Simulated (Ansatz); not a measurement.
Ligand exchange: CH3Cl + Cd(CH3)(NH2) → CH5N + Cd(CH3)Cl

Species: CH3Cl (chloromethane) `CCl`, singlet; Cd(CH3)(NH2), singlet; CH5N (methylamine) `CN`, singlet; Cd(CH3)Cl, singlet. The partners trade Cl for NH2: C–Cl and Cd–NH2 bonds give way to C–NH2 and Cd–Cl.

Shapes, held fixed at every level: PBE0-D4/def2-TZVP. Programs: Ansatz 0.2.0. Electronic energies: no zero-point or thermal term.

```
                level                    kind  ΔE (kJ/mol)  less CCSD(T)/def2-TZVPP
    PBE-D4/def2-TZVPP                     GGA       -120.0                     +3.6
  BHLYP-D4/def2-TZVPP           global hybrid       -142.6                    -19.0
   PBE0-D4/def2-TZVPP           global hybrid       -131.9                     -8.3
r2SCAN0-D4/def2-TZVPP           global hybrid       -136.6                    -13.0
   wB97X-V/def2-TZVPP  range-separated hybrid       -131.6                     -8.0
    B2PLYP/def2-TZVPP           double hybrid       -126.5                     -2.9
       MP2/def2-TZVPP     perturbation theory       -119.1                     +4.5
   CCSD(T)/def2-TZVPP   coupled cluster or CI       -123.6                      0.0
```

The highest level, CCSD(T)/def2-TZVPP, gives ΔE = -123.6 kJ/mol; the levels span -142.6 to -119.1. The column of differences is taken from that level and isn't an error. No measured value is set beside it here. For atoms past krypton def2 sets carry core potentials with scalar relativity. Outer-core shells of Cd are correlated in most correlated rows, in sets that cover them unevenly.

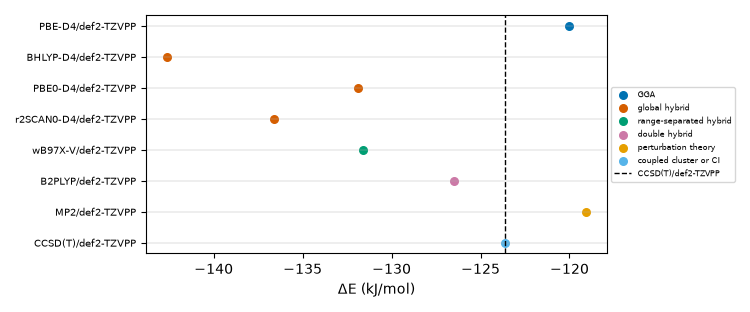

The values of the table, level by level.
